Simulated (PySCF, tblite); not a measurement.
**C₃H₇ClO₃Si: geometry, infrared bands and NMR shifts**

What infrared bands and NMR shifts should C₃H₇ClO₃Si (`O=C(O)[SiH2]OCCCl`) show?

Computed with tblite 0.8.0 and PySCF 2.14.0, with density-fitted response routines of our own, on a single molecule in the gas phase. Atoms count from 0, in the outputs and in this text.

**1. The starting structure**

15 atoms, charge 0, multiplicity 1; geometry from: force field or distance geometry start.

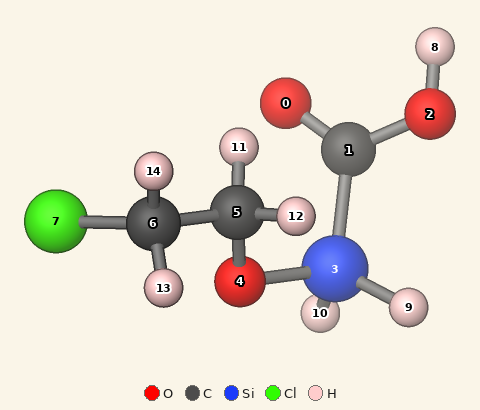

The starting geometry (oxygen red, carbon dark grey, silicon blue, chlorine green, hydrogen pink), atoms numbered.

**2. Relaxing the molecule with GFN2-xTB**

The job: settings as JSON, then the geometry in Å.

```
{"job": {"kind": "relax", "xc": "GFN2-xTB", "basis": "xTB"}, "charge": 0, "multiplicity": 1}
O     -1.355400     0.858500     1.725300
C     -1.775400     0.131600     0.777500
O     -2.895900     0.454900     0.037600
Si    -0.909500    -1.424300     0.325400
O      0.759100    -1.018600     0.118500
C      0.817700     0.232700    -0.494800
C      2.296200     0.598500    -0.690500
Cl     3.175700     0.660300     0.851900
H     -3.352400     1.335800     0.322200
H     -1.396900    -1.996400    -0.927500
H     -1.011400    -2.383900     1.461800
H      0.292700     1.008200     0.075700
H      0.325200     0.178400    -1.489100
H      2.684500    -0.187800    -1.390500
H      2.341500     1.560000    -1.242400
```

On the command line:

```bash
$ OMP_NUM_THREADS=1 python probes_run.py task.json out
```

One launch serves the whole session: the jobs run in the order shown.

The log of the run:

```text
step      E/eV     max force
  0    -774.94142    4.741
  1    -775.31908    5.099
  2    -775.49164    1.131
  3    -775.52885    0.606
  4    -775.58035    0.602
  5    -775.60173    0.609
  6    -775.62760    0.373
  7    -775.64054    0.341
  8    -775.65068    0.206
  9    -775.66003    0.279
 10    -775.67159    0.291
 11    -775.68265    0.289
 12    -775.69222    0.287
 13    -775.70112    0.216
 14    -775.71206    0.262
 15    -775.72580    0.228
 16    -775.73783    0.292
 17    -775.74514    0.224
 18    -775.75059    0.186
 19    -775.75606    0.180
 20    -775.76178    0.174
 21    -775.76735    0.183
 22    -775.77258    0.215
 23    -775.77753    0.213
 24    -775.78186    0.144
 25    -775.78497    0.119
 26    -775.78689    0.095
 27    -775.78832    0.082
 28    -775.78978    0.087
 29    -775.79139    0.089
 30    -775.79278    0.087
 31    -775.79371    0.077
 32    -775.79440    0.069
 33    -775.79518    0.061
 34    -775.79614    0.081
 35    -775.79700    0.090
 36    -775.79766    0.070
 37    -775.79821    0.048
 38    -775.79875    0.053
 39    -775.79924    0.049
 40    -775.79960    0.038
 41    -775.79987    0.041
 42    -775.80016    0.047
 43    -775.80052    0.046
 44    -775.80093    0.046
 45    -775.80129    0.049
 46    -775.80158    0.054
 47    -775.80182    0.049
 48    -775.80208    0.042
 49    -775.80234    0.040
 50    -775.80252    0.029
 51    -775.80261    0.018
 52    -775.80267    0.016
 53    -775.80272    0.017
 54    -775.80278    0.021
 55    -775.80286    0.019
 56    -775.80292    0.019
 57    -775.80298    0.022
 58    -775.80306    0.031
 59    -775.80320    0.047
 60    -775.80344    0.055
 61    -775.80372    0.042
 62    -775.80394    0.029
 63    -775.80406    0.028
 64    -775.80416    0.029
 65    -775.80431    0.034
 66    -775.80447    0.031
 67    -775.80461    0.035
 68    -775.80471    0.029
 69    -775.80479    0.024
 70    -775.80486    0.020
 71    -775.80492    0.018
 72    -775.80496    0.018
 73    -775.80500    0.017
 74    -775.80505    0.019
 75    -775.80511    0.018
 76    -775.80516    0.012
 77    -775.80518    0.011
 78    -775.80520    0.012
 79    -775.80524    0.020
 80    -775.80530    0.028
 81    -775.80540    0.029
 82    -775.80550    0.027
 83    -775.80560    0.025
 84    -775.80574    0.032
 85    -775.80602    0.056
 86    -775.80655    0.088
 87    -775.80733    0.122
 88    -775.80835    0.098
 89    -775.80921    0.237
 90    -775.80933    0.132
 91    -775.81086    0.078
 92    -775.81166    0.142
 93    -775.81288    0.140
 94    -775.81419    0.172
 95    -775.81667    0.165
 96    -775.81459    0.618
 97    -775.81600    0.804
 98    -775.82034    0.109
 99    -775.82228    0.096
100    -775.81251    0.996
101    -775.82450    0.077
102    -775.82608    0.065
103    -775.82114    0.820
104    -775.82903    0.074
105    -775.83052    0.121
106    -775.82071    0.926
107    -775.83279    0.120
108    -775.83394    0.140
109    -775.83359    0.623
110    -775.83678    0.143
111    -775.83798    0.156
112    -775.82992    1.098
113    -775.84132    0.081
114    -775.84336    0.094
115    -775.83312    1.304
116    -775.84720    0.056
117    -775.84969    0.082
118    -775.83733    1.350
119    -775.85307    0.067
120    -775.85513    0.107
121    -775.83990    1.383
122    -775.85760    0.082
123    -775.85904    0.126
124    -775.85203    0.946
125    -775.86119    0.128
126    -775.86226    0.157
127    -775.86264    0.563
128    -775.86450    0.164
129    -775.86530    0.183
130    -775.86681    0.417
131    -775.86919    0.064
132    -775.87038    0.081
133    -775.86369    0.892
134    -775.87260    0.156
135    -775.87395    0.068
136    -775.86018    1.417
137    -775.87581    0.065
138    -775.87706    0.055
139    -775.86464    1.205
140    -775.87900    0.052
141    -775.88010    0.055
142    -775.87895    0.647
143    -775.88216    0.092
144    -775.88296    0.123
145    -775.88393    0.463
146    -775.88571    0.170
147    -775.88690    0.091
148    -775.88938    0.143
149    -775.88990    0.063
150    -775.89032    0.055
151    -775.89120    0.064
152    -775.89154    0.044
153    -775.89161    0.135
154    -775.89185    0.028
155    -775.89195    0.019
156    -775.89213    0.019
157    -775.89223    0.025
158    -775.89238    0.030
159    -775.89252    0.030
160    -775.89273    0.033
161    -775.89294    0.036
162    -775.89323    0.040
163    -775.89353    0.040
164    -775.89380    0.039
165    -775.89403    0.049
166    -775.89422    0.041
167    -775.89438    0.032
168    -775.89453    0.036
169    -775.89463    0.096
170    -775.89477    0.028
171    -775.89487    0.026
172    -775.89502    0.033
173    -775.89508    0.038
174    -775.89518    0.041
175    -775.89526    0.038
176    -775.89534    0.029
177    -775.89543    0.021
178    -775.89551    0.023
179    -775.89561    0.018
180    -775.89574    0.024
181    -775.89591    0.039
182    -775.89616    0.056
183    -775.89650    0.068
184    -775.89698    0.075
185    -775.89766    0.082
186    -775.89856    0.102
187    -775.89975    0.111
188    -775.90126    0.107
189    -775.90332    0.100
190    -775.90311    0.252
191    -775.90702    0.199
192    -775.91003    0.143
193    -775.91358    0.164
194    -775.91566    0.159
195    -775.91845    0.248
196    -775.92430    0.232
197    -775.92991    0.173
198    -775.93789    0.305
199    -775.93900    0.375
200    -775.94885    0.340
201    -775.95906    0.273
202    -775.96784    0.167
203    -775.97734    0.215
204    -775.98373    0.235
205    -775.98812    0.164
206    -775.99196    0.153
207    -775.99542    0.162
208    -775.99707    0.078
209    -775.99831    0.077
210    -775.99922    0.077
211    -775.99990    0.070
212    -776.00057    0.084
213    -776.00112    0.092
214    -776.00156    0.056
215    -776.00186    0.050
216    -776.00209    0.041
217    -776.00223    0.030
218    -776.00236    0.021
219    -776.00243    0.018
220    -776.00248    0.014
221    -776.00251    0.012
222    -776.00255    0.013
223    -776.00257    0.016
224    -776.00259    0.017
225    -776.00260    0.020
226    -776.00262    0.022
227    -776.00264    0.024
228    -776.00269    0.028
229    -776.00276    0.033
230    -776.00284    0.036
231    -776.00296    0.035
232    -776.00310    0.034
233    -776.00328    0.034
234    -776.00350    0.036
235    -776.00371    0.032
236    -776.00388    0.036
237    -776.00400    0.033
238    -776.00408    0.025
239    -776.00409    0.057
240    -776.00417    0.018
241    -776.00420    0.011
242    -776.00425    0.013
243    -776.00427    0.012
244    -776.00430    0.013
245    -776.00432    0.012
246    -776.00433    0.008
```

Run time: 3.3 s. Hardware: 1 thread of Arm Neoverse N1, shared host; peak memory 0.18 GiB.

Relaxation path: (not every step is listed)

```
step  energy from step 0 (eV)  largest force (eV/Å)
   0                   0.0000                4.7408
   1                  -0.3777                5.0990
   2                  -0.5502                1.1307
   3                  -0.5874                0.6062
   4                  -0.6389                0.6019
   5                  -0.6603                0.6094
   6                  -0.6862                0.3733
   7                  -0.6991                0.3414
   8                  -0.7093                0.2065
  31                  -0.8523                0.0768
  54                  -0.8614                0.0210
  77                  -0.8638                0.0112
 100                  -0.8711                0.9963
 123                  -0.9176                0.1265
 146                  -0.9443                0.1697
 169                  -0.9532                0.0957
 192                  -0.9686                0.1430
 215                  -1.0604                0.0501
 238                  -1.0627                0.0248
 241                  -1.0628                0.0114
 242                  -1.0628                0.0135
 243                  -1.0629                0.0124
 244                  -1.0629                0.0134
 245                  -1.0629                0.0124
 246                  -1.0629                0.0077
```

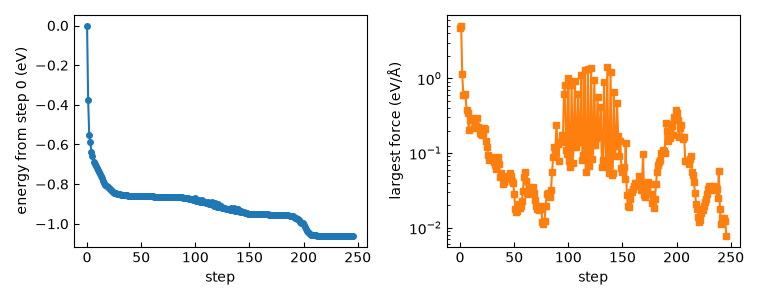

Energy and force, step by step.

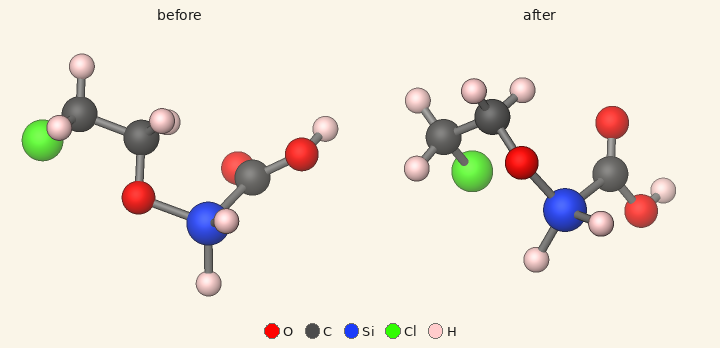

Before and after, at one scale.

Distances of close pairs at the start and the end, largest changes first:

```
   bond  before (Å)  after (Å)  change (Å)
 Si3–O4       1.730      1.622      -0.108
 C1–Si3       1.837      1.922      +0.085
  O2–H8       1.032      0.974      -0.058
  O0–C1       1.266      1.209      -0.057
  C1–O2       1.381      1.337      -0.045
 C6–H13       1.122      1.090      -0.033
Si3–H10       1.491      1.460      -0.031
 C6–H14       1.110      1.089      -0.021
```

The next job starts from the end point, and lists it.

**3. Infrared spectrum with GFN2-xTB**

The job: settings as JSON, then the geometry in Å.

```
{"job": {"kind": "ir", "xc": "GFN2-xTB", "basis": "xTB"}, "charge": 0, "multiplicity": 1}
O     -1.707573     1.393859     0.284541
C     -1.781117     0.252794     0.678190
O     -2.526918    -0.071468     1.738890
Si    -0.883868    -1.239360    -0.134948
O      0.175365    -0.697453    -1.237483
C      0.979745     0.444431    -1.231472
C      2.112379     0.349228    -0.221161
Cl     1.461398     0.411155     1.433158
H     -2.957065     0.719303     2.112015
H     -1.806672    -1.975603    -0.986619
H     -0.291015    -2.029311     0.940276
H      0.368396     1.328770    -1.022884
H      1.413211     0.534563    -2.234087
H      2.639344    -0.598856    -0.323491
H      2.799976     1.185939    -0.333803
```

The log of the run:

```text
mode    cm-1     km/mol
  1      26.3      2.21
  2      54.8      0.91
  3      74.2      5.23
  4     106.3      8.78
  5     130.5      2.22
  6     212.4      2.97
  7     275.8      2.83
  8     322.9      6.58
  9     367.7      2.36
 10     447.0     40.80
 11     471.5     19.96
 12     585.3     75.69
 13     594.9    105.07
 14     667.2      2.30
 15     671.8    103.34
 16     703.4     40.92
 17     708.0    154.01
 18     769.3    205.39
 19     793.9    177.53
 20     895.7     18.64
 21     985.2      8.77
 22    1040.7      5.51
 23    1122.6    180.39
 24    1125.6    122.13
 25    1174.5     99.03
 26    1215.4      2.23
 27    1220.5     33.82
 28    1255.6     26.33
 29    1330.8      0.77
 30    1412.7      5.16
 31    1457.9      7.58
 32    1738.8    297.16
 33    2280.0    288.66
 34    2328.1    256.77
 35    2927.6     23.74
 36    2942.4      9.39
 37    2994.0      2.31
 38    3001.5      3.96
 39    3361.2     14.46
```

Run time: 0.99 s. Hardware: 1 thread of Arm Neoverse N1, shared host; peak memory 0.18 GiB.

Which atoms move in the most intense modes:

```
cm⁻¹  km/mol                                 atoms
 708   154.0             H8 62 %, C1 19 %, O2 12 %
 769   205.4  H10 30 %, Si3 23 %, H9 18 %, O4 11 %
 794   177.5           H9 38 %, H10 36 %, Si3 16 %
1123   180.4  C5 21 %, O4 18 %, H14 17 %, H13 16 %
1126   122.1             O2 35 %, H8 26 %, C1 17 %
1739   297.2                      C1 60 %, O0 38 %
2280   288.7                              H10 93 %
2328   256.8                               H9 94 %
```

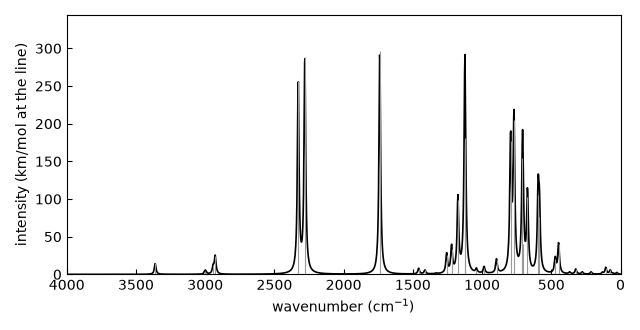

The infrared spectrum from these modes, unscaled. Lines are broadened to a width of 14 cm⁻¹ (Lorentzian).

**4. NMR shieldings: PBE0/pcSseg-1**

Same as in step 3 but for these lines:

```diff
@@ -1,2 +1,2 @@
-{"job": {"kind": "ir", "xc": "GFN2-xTB", "basis": "xTB"}, "charge": 0, "multiplicity": 1}
+{"job": {"kind": "nmr", "xc": "PBE0", "basis": "pcSseg-1"}, "charge": 0, "multiplicity": 1}
 O     -1.707573     1.393859     0.284541
```

Method: GIAO PBE0/pcSseg-1 NMR shielding, non-relativistic, gas phase.

The log of the run:

```text
coarse grid: 14104 points
cycle   1  E = -1092.9354115140  dE =  1.198e+00  |g| = 1.067e+00  |ddm| = 3.493e+00
cycle   2  E = -1092.4399815026  dE =  4.954e-01  |g| = 1.939e+00  |ddm| = 2.004e+00
cycle   3  E = -1093.1218372490  dE = -6.819e-01  |g| = 3.350e-01  |ddm| = 1.474e+00
cycle   4  E = -1093.1409030445  dE = -1.907e-02  |g| = 1.115e-01  |ddm| = 2.514e-01
cycle   5  E = -1093.1429514402  dE = -2.048e-03  |g| = 2.313e-02  |ddm| = 7.236e-02
cycle   6  E = -1093.1430542248  dE = -1.028e-04  |g| = 8.027e-03  |ddm| = 2.650e-02
cycle   7  E = -1093.1430650941  dE = -1.087e-05  |g| = 2.275e-03  |ddm| = 6.957e-03
cycle   8  E = -1093.1430660296  dE = -9.355e-07  |g| = 5.564e-04  |ddm| = 2.032e-03
final grid: 128528 points
cycle   9  E = -1093.2195469266  dE = -2.277e-05  |g| = 1.353e-02  |ddm| = 2.330e-02
cycle  10  E = -1093.2194934325  dE =  5.349e-05  |g| = 2.188e-02  |ddm| = 1.945e-02
cycle  11  E = -1093.2195770765  dE = -8.364e-05  |g| = 2.993e-03  |ddm| = 1.301e-02
cycle  12  E = -1093.2195786533  dE = -1.577e-06  |g| = 6.984e-04  |ddm| = 2.024e-03
cycle  13  E = -1093.2195787357  dE = -8.247e-08  |g| = 1.303e-04  |ddm| = 5.289e-04
cycle  14  E = -1093.2195787391  dE = -3.348e-09  |g| = 4.312e-05  |ddm| = 1.387e-04
cycle  15  E = -1093.2195787394  dE = -3.492e-10  |g| = 1.323e-05  |ddm| = 4.825e-05
converged SCF energy = -1093.2195787394

GIAO shielding tensors (ppm)
atom      isotropic    diamagn.    paramagn.     s11        s22        s33       span
  0 O     -177.514     403.261    -580.776   -500.547   -269.940    237.944    738.492
  1 C       -1.556     256.775    -258.331   -109.590     23.334     81.587    191.177
  2 O      100.378     391.228    -290.850    -82.736    148.820    235.048    317.784
  3 Si     397.270     879.196    -481.926    339.538    386.565    465.706    126.168
  4 O      317.375     396.320     -78.945    263.677    330.594    357.853     94.176
  5 C      119.902     244.480    -124.578     97.051    115.859    146.796     49.745
  6 C      131.543     249.281    -117.738    103.742    136.730    154.158     50.416
  7 Cl     861.821    1149.304    -287.482    714.219    854.358   1016.888    302.669
  8 H       24.943      29.993      -5.049     18.452     23.765     32.614     14.162
  9 H       26.746      28.347      -1.601     22.547     25.109     32.583     10.035
 10 H       26.208      29.307      -3.099     22.928     25.110     30.588      7.660
 11 H       26.466      30.514      -4.048     22.700     25.772     30.926      8.226
 12 H       27.569      28.350      -0.781     22.277     27.098     33.331     11.054
 13 H       27.814      29.350      -1.536     22.766     26.134     34.541     11.775
 14 H       27.992      28.883      -0.891     21.923     26.884     35.169     13.246
```

Run time: 67 s. Hardware: 1 thread of Arm Neoverse N1, shared host; peak memory 0.83 GiB.

Shifts follow as δ = σ(reference) − σ, with reference shieldings (ppm) from runs at the same level and on the same kind of geometry: ¹H TMS 31.72, ¹³C TMS 186.9, ²⁹Si TMS 349.2, ¹⁷O H2O 336.1, ³⁵Cl HCl 950. The references are single molecules in the gas phase, so shifts against H2O, NH3, PH3, H3PO4 or CFCl3 are not on the usual liquid scales and can be off by tens of ppm. Atoms listed in one row are averaged.

```
   atoms                           environment  σ (ppm)  δ (ppm)  δ scaled to CDCl3
      C1                       carbonyl carbon     -1.6    188.5              182.0
      C5                   sp3 CH2 bonded to O    119.9     67.0               63.5
      C6                  sp3 CH2 bonded to Cl    131.5     55.4               52.1
      H8   hydrogen on an acid hydroxyl oxygen    24.94     6.77                  –
 H9, H10  hydrogen on a silicon bonded to C, O    26.48     5.24                  –
H11, H12    hydrogen on an sp3 CH2 bonded to O    27.02     4.70               4.54
H13, H14   hydrogen on an sp3 CH2 bonded to Cl    27.90     3.81               3.70
      O0                       carbonyl oxygen   -177.5    513.6                  –
      O2                  acid hydroxyl oxygen    100.4    235.7                  –
      O4                oxygen bonded to C, Si    317.4     18.7                  –
     Si3           silicon bonded to C, O, 2 H    397.3    -48.1                  –
     Cl7                  chlorine bonded to C      862       88                  –
```

The scaled column applies a straight-line fit of computed shieldings to shifts measured in CDCl3, with any fitted terms for Cl, Br or S neighbours (root-mean-square error 0.16 ppm for H, 1.9 ppm for C).

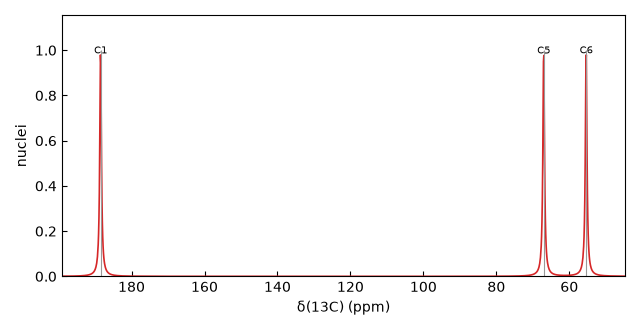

¹³C lines at the computed shifts, without couplings. Lines are broadened to a width of 0.53 ppm (Lorentzian).

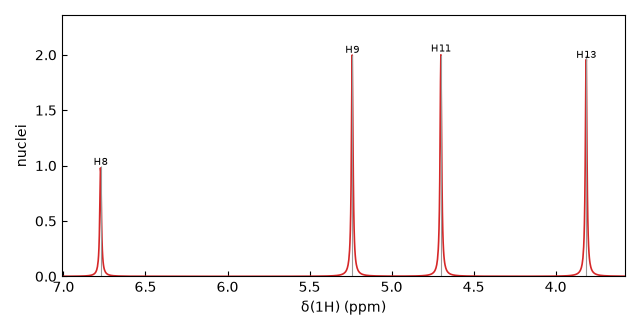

¹H lines at the computed shifts, without couplings. Lines are broadened to a width of 0.01 ppm (Lorentzian).

Charges from the same density, by scheme (e):

```
atoms  Mulliken    IAO  Hirshfeld  ESP fit
   O0     -0.41  -0.45      -0.26    -0.51
   C1      0.20   0.27       0.11     0.54
   O2     -0.36  -0.47      -0.18    -0.62
  Si3      0.85   0.96       0.38     0.56
   O4     -0.63  -0.64      -0.22    -0.47
   C5      0.07  -0.05       0.00     0.26
   C6     -0.22  -0.26      -0.03    -0.25
  Cl7     -0.17  -0.10      -0.03    -0.14
```

IAO charges:

O0 -0.45; C1 0.27; O2 -0.47; Si3 0.96; O4 -0.64; C5 -0.05; C6 -0.26; Cl7 -0.10; H8 0.36; H9 -0.13; H10 -0.14; H11 0.16; H12 0.15; H13 0.17; H14 0.17

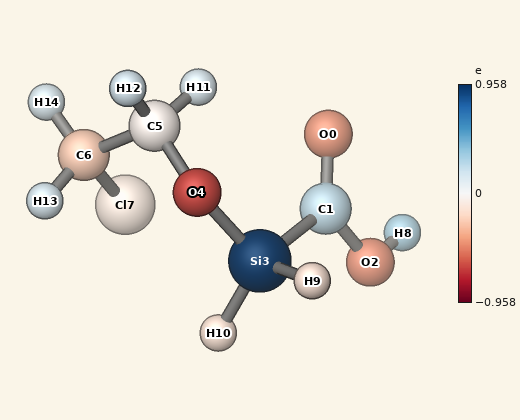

IAO charges, as colours on the atoms.

Mayer bond orders: O0–C1 1.88, C1–O2 1.11, C1–Si3 0.76, Si3–O4 0.99, O4–C5 0.89, C5–C6 1.03, C6–Cl7 0.96.

The fields below are evaluated on a grid from the run's orbitals.

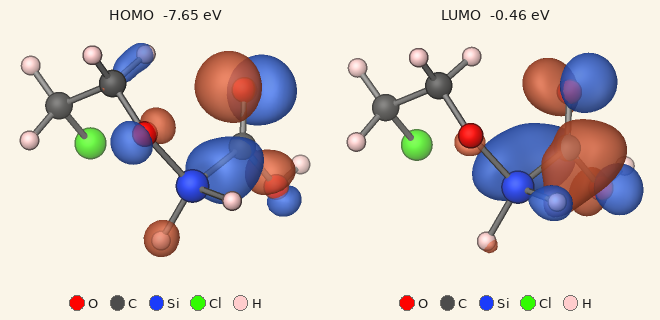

PBE0/pcSseg-1 orbitals near the gap, drawn at the value that encloses 70 % of each; the two colours are the two signs.

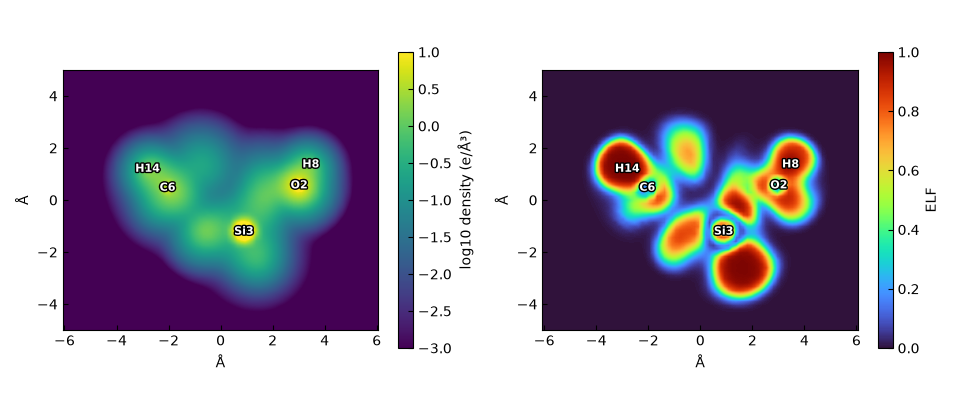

Density (left) and ELF (right) in a plane through or near 5 of the atoms.

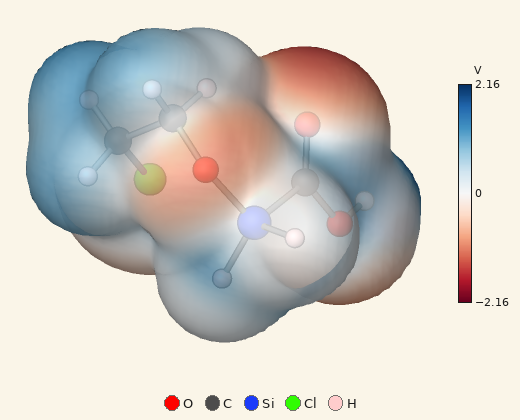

Electrostatic potential on the surface of density 0.002 e/bohr³; red is low, blue high. It runs from -1.43 V near O0 to 2.16 V near H8.

**5. What came out**

| quantity | value |
| --- | --- |
| strongest single infrared mode (GFN2-xTB) | 1739 cm⁻¹, 297 km/mol |
| zero-point energy (GFN2-xTB) | 62.6 kcal/mol |
| ¹³C shifts against TMS (PBE0/pcSseg-1) | 188.5, 67.0, 55.4 ppm |
| ¹H shifts against TMS (PBE0/pcSseg-1, means over atoms taken as alike) | 6.77, 5.24, 4.70, 3.81 ppm |
| ¹⁷O shifts against H2O (PBE0/pcSseg-1) | 513.6, 235.7, 18.7 ppm |
| ²⁹Si shifts against TMS (PBE0/pcSseg-1) | -48.1 ppm |
| ³⁵Cl shifts against HCl (PBE0/pcSseg-1) | 88 ppm |
| surface potential, least and greatest | -1.43 V and 2.16 V |

What this shows: The optimisation took 246 steps and gained 1.063 eV; among the close pairs (by a distance rule), Si3–O4 changed most, from 1.730 to 1.622 Å. All 39 modes are real, so the xTB geometry is a minimum. The strongest single mode, at 1739 cm⁻¹, moves mainly C1 and O0. Unscaled tight-binding wavenumbers are off by several per cent, some by more. Its intensities can rank the bands wrongly. At PBE0/pcSseg-1: Shielding is most anisotropic at O0 (span 738 ppm, paramagnetic term -581 ppm). By nearest atom (PBE0/pcSseg-1), the HOMO sits on O0 52 %; C1 12 % and the LUMO on C1 41 %; O0 24 %.
